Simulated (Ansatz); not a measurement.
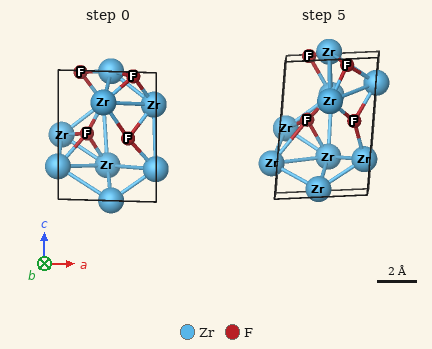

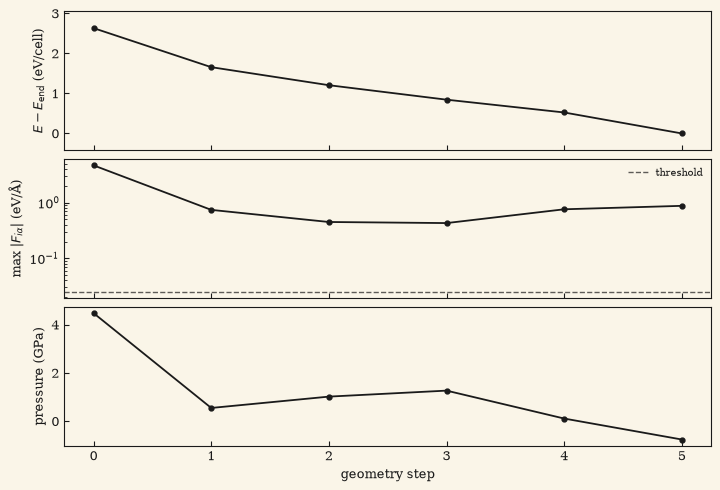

First and last geometry of a relaxation of a crystal of Zr3F2 (a generated structure, set up in P1) (coarse preliminary run), with the history of the run. Style: ball-and-stick. Shown: the cell of the calculation, reduced to other axes, along the b axis. Lengths and directions refer to the drawn axes.

Theory: DFT PBE, scalar-relativistic, plane waves, PAW in Ansatz 0.2.0.

Input
```yaml
crystal:
  lattice:
    - [2.401645758, -2.4289903009, -3.9455412749]
    - [2.3232179331, -2.4232076669, 3.8932293687]
    - [-4.6851194517, -4.8124537283, 0.0451275111]
  atoms:
    - { symbol: Zr, position: [0.5319805326, -0.0044847744, 0.7459377113] }
    - { symbol: Zr, position: [0.0033673674, 0.4603125309, 0.2412839189] }
    - { symbol: Zr, position: [0.9710717223, 0.5020101734, 0.7264432676] }
    - { symbol: Zr, position: [0.4860624596, 0.9747716762, 0.2466055958] }
    - { symbol: Zr, position: [-0.0153690411, 0.0322296403, 0.4996801468] }
    - { symbol: Zr, position: [0.5134923149, 0.5386354988, -0.0020812202] }
    - { symbol: F, position: [0.2990147096, 0.7127066277, 0.5143839227] }
    - { symbol: F, position: [0.7975119206, 0.2260547582, 1.010869818] }
    - { symbol: F, position: [0.7290228947, 0.2918517126, 0.4844323477] }
    - { symbol: F, position: [0.1838451195, 0.7659121565, 0.0324444915] }
basis:
  ecutwfc: 420
kpoints:
  mp_grid: { grid: [4, 4, 4] }
hamiltonian:
  xc: pbe
scf:
  occupations: { method: gaussian, width: 0.2 }
  lower_state_search: "off"
output:
  forces: true
  stress: true
  eigenvalues: true
relax:
  adjacent_minimum: "off"
  f_tol: 0.025
  max_steps: 60
  cell: { stress_tol: 0.25 }
```

Command:
```bash
ansatz run input.yaml --threads 1 --pin off --max-ram 2560MiB --backend cpu --events-out ev --progress --plain --runs-dir out
```

> Did the run converge, and what did it change?

The run was cut off at its time limit before the relaxation converged, so the last structure is only a point on the way. The largest move relative to the cell is that of F7, 0.57 Å along [2 1 1]. By element the largest moves are F 0.57 Å, Zr 0.54 Å. Cell: a 5.141 → 4.880 Å (−5.1 %), b 5.219 → 5.446 Å (+4.4 %), c 6.717 → 7.172 Å (+6.8 %), α 90.4° → 83.6°, β 91.6° → 83.4°, γ 98.3° → 97.4°. Volume +4.5 %. Near-neighbour distances that change, for instance: Zr3–F7 2.339 → 3.329 Å, Zr1–F10 2.756 → 3.573 Å, Zr1–Zr3 3.661 → 2.854 Å, Zr2–Zr6 3.084 → 3.836 Å. Bonds break, among them: Zr3–F7 (2.34 → 3.33 Å). Among the angles between lasting bonds that change: Zr2–F10–Zr3 91.0° → 119.2°, Zr2–F10–Zr6 88.7° → 116.1°, Zr3–F10–Zr4 162.0° → 138.4°. The space group stays P1 (No. 1). The energy falls by 2.634 eV per cell of the calculation in 5 geometry steps. The largest force component goes from 4.7 to 0.88 eV/Å. The pressure goes from 4.48 to −0.76 GPa. Cost: 6 min on 1 thread of Arm Neoverse V1, on a shared host, peak memory 0.57 GiB.
